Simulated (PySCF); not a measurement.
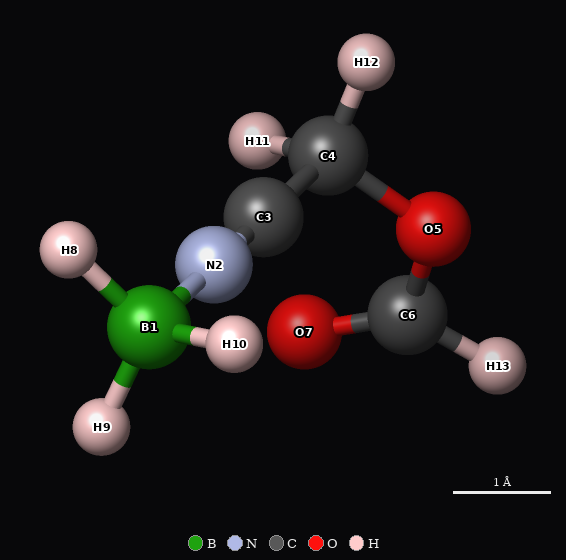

Fig. 1: The structure as given in the input (ball-and-stick view, seen at a tilt; atoms are numbered from 1 in the order of the input). Bond lengths as drawn: B–H 1.22 Å, B–N 1.52 Å, C–C 1.46 Å, C–H 1.10 to 1.11 Å, C–N 1.15 Å and C–O 1.19 to 1.41 Å.

**Core-level calculation of C3H6BNO2**

C3H6BNO2, SMILES [BH3-][N+]#CCOC=O, computed with delta-SCF UKS SCAN, pcX-2 on the ionised atom, pcseg-1 elsewhere, spin-free X2C (PySCF 2.14.0).

It belongs to a series of runs on one base structure; here: H on C replaced by OCHO. Figures and captions count atoms from 1; the log counts them from 0 in places.

## Input file
```
{"job": {"kind": "xps"}, "charge": 0, "multiplicity": 1}
B      2.290281    -0.654121    -1.719221
N      1.197873    -0.461233    -0.673930
C      0.378410    -0.308859     0.119579
C     -0.644760    -0.105034     1.143978
O     -1.286813     1.144126     0.995353
C     -2.393326     1.149984     0.224010
O     -2.849944     0.193138    -0.319318
H      2.851809    -1.697827    -1.413279
H      1.718640    -0.725021    -2.797256
H      3.022449     0.320494    -1.617863
H     -1.370409    -0.932275     1.083841
H     -0.160498    -0.106389     2.130966
H     -2.799060     2.179862     0.192338
```

The first line tells a small driver script what to run in PySCF; the rest is the geometry in Å.

Machine: 1 CPU thread, shared host.

Run as:
```bash
OMP_NUM_THREADS=1 python <driver script> task.json out
```

## Log
```
ground state, core basis on atom 0 (B), 159 functions
  cycle   1  E = -347.72530109  |g| = 8.73e-01
  cycle   2  E = -346.79435241  |g| = 2.15e+00
  cycle   3  E = -347.86551996  |g| = 4.08e-01
  cycle   4  E = -347.89726369  |g| = 1.59e-01
  cycle   5  E = -347.90172108  |g| = 4.12e-02
  cycle   6  E = -347.90208918  |g| = 2.44e-02
  cycle   7  E = -347.90219744  |g| = 1.08e-02
  cycle   8  E = -347.90222051  |g| = 3.41e-03
  cycle   9  E = -347.90222252  |g| = 5.87e-04
  cycle  10  E = -347.90222233  |g| = 8.43e-05
  E(ground) = -347.91917296 Eh
hole in B 1s of atom 0
[... 13 cycles left out ...]
  E(ion) = -340.78569090 Eh   <S^2> = 0.7679   hole on atom = 1.000   binding energy = 194.112 eV
ground state, core basis on atom 1 (N), 159 functions
[... 7 cycles left out ...]
  E(ground) = -347.94054141 Eh
hole in N 1s of atom 1
[... 16 cycles left out ...]
  E(ion) = -332.97481292 Eh   <S^2> = 0.8368   hole on atom = 1.000   binding energy = 407.238 eV
ground state, core basis on atom 2 (C), 159 functions
[... 7 cycles left out ...]
  E(ground) = -347.93326827 Eh
hole in C 1s of atom 2
[... 13 cycles left out ...]
  E(ion) = -337.16151580 Eh   <S^2> = 0.8345   hole on atom = 1.000   binding energy = 293.114 eV
ground state, core basis on atom 3 (C), 159 functions
[... 7 cycles left out ...]
  E(ground) = -347.92935744 Eh
hole in C 1s of atom 3
[... 14 cycles left out ...]
  E(ion) = -337.09354870 Eh   <S^2> = 0.7754   hole on atom = 1.000   binding energy = 294.857 eV
ground state, core basis on atom 4 (O), 159 functions
[... 7 cycles left out ...]
  E(ground) = -347.95430188 Eh
hole in O 1s of atom 4
[... 12 cycles left out ...]
  E(ion) = -328.07907491 Eh   <S^2> = 0.7656   hole on atom = 1.000   binding energy = 540.832 eV
ground state, core basis on atom 5 (C), 159 functions
[... 7 cycles left out ...]
  E(ground) = -347.93287732 Eh
hole in C 1s of atom 5
[... 50 cycles left out ...]
hole again with damping 0.5
[... 42 cycles left out ...]
  E(ion) = -337.07084820 Eh   <S^2> = 1.1009   hole on atom = 1.000   binding energy = 295.571 eV
ground state, core basis on atom 6 (O), 159 functions
[... 7 cycles left out ...]
  E(ground) = -347.95239561 Eh
hole in O 1s of atom 6
[... 8 cycles left out ...]
  cycle   9  E = -328.12167408  |g| = 3.52e-02
  cycle  10  E = -328.12276608  |g| = 1.03e-02
  cycle  11  E = -328.12282598  |g| = 1.46e-02
  cycle  12  E = -328.12292002  |g| = 1.23e-02
  cycle  13  E = -328.12295408  |g| = 1.22e-02
  cycle  14  E = -328.12265298  |g| = 2.02e-02
  cycle  15  E = -328.12310754  |g| = 2.21e-03
  cycle  16  E = -328.12311139  |g| = 1.30e-03
  cycle  17  E = -328.12311178  |g| = 1.23e-03
  cycle  18  E = -328.12311389  |g| = 3.74e-04
  E(ion) = -328.13785583 Eh   <S^2> = 0.8674   hole on atom = 1.000   binding energy = 539.181 eV
```

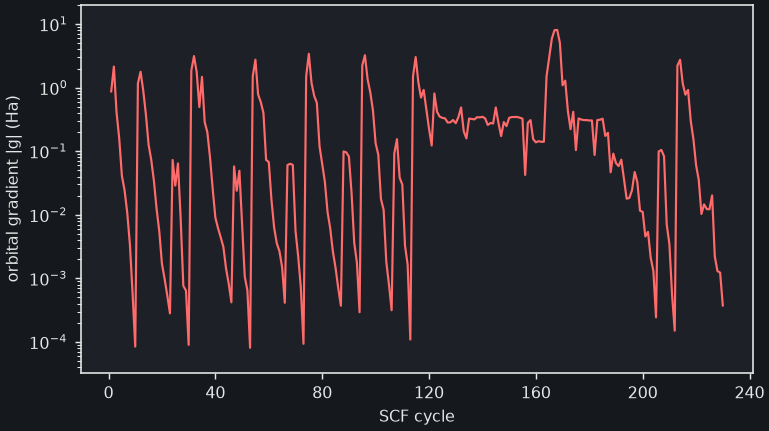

Fig. 2: Convergence of the self-consistent field: orbital gradient |g| against the SCF cycle. All cycles printed in the log are drawn one after another.

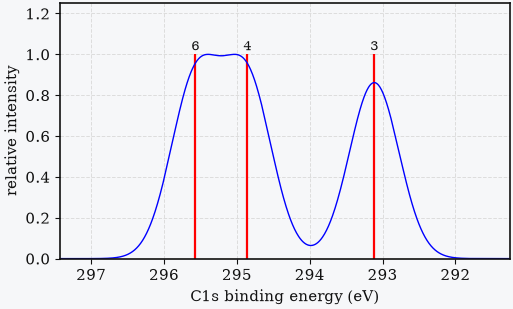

Fig. 3: C1s binding energies by ΔSCF of the atoms computed, labelled by atom number, with a Gaussian envelope of 0.8 eV full width. They run from 293.11 eV (atom 3) to 295.57 eV (atom 6).

## Summary

```tsv
quantity	value
outcome	converged
wall time	93 s
peak memory	0.59 GiB
```

## Remarks

The core-hole state is spin-contaminated.
